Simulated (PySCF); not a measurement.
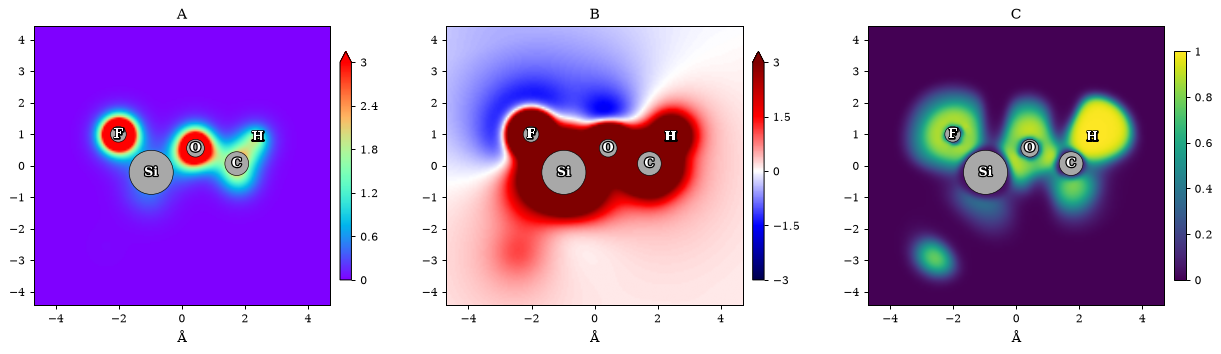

C₂H₇FO₂Si (SMILES CO[SiH](F)OC): 3 fields on the plane of atoms Si3, O5 and C6, with unlabelled colour scales. Grey discs cover the atomic cores.

Geometry: GFN2-xTB.

Theory: PBE0/def2-SVPD, SCF density, gas phase in PySCF 2.14.0.

Question: Which field does each panel show? The fields are: electron density, electron localisation function and electrostatic potential.

Answer: Panel A: electron density. Panel B: electrostatic potential (strongly positive close to the atoms, with negative regions outside electron-rich atoms). Panel C: electron localisation function. From the grid: C–O (1.40 Å): ρ is about 2.1 e/Å³ halfway, with its minimum of 1.7 e/Å³ about 0.5 Å from C; the ELF peaks at about 0.90 between the atoms, as expected for a polar covalent bond. Si–O (1.60 Å): ρ at the midpoint is about 1.2 e/Å³; the ELF peaks at about 0.90 between the atoms (a polar covalent bond).
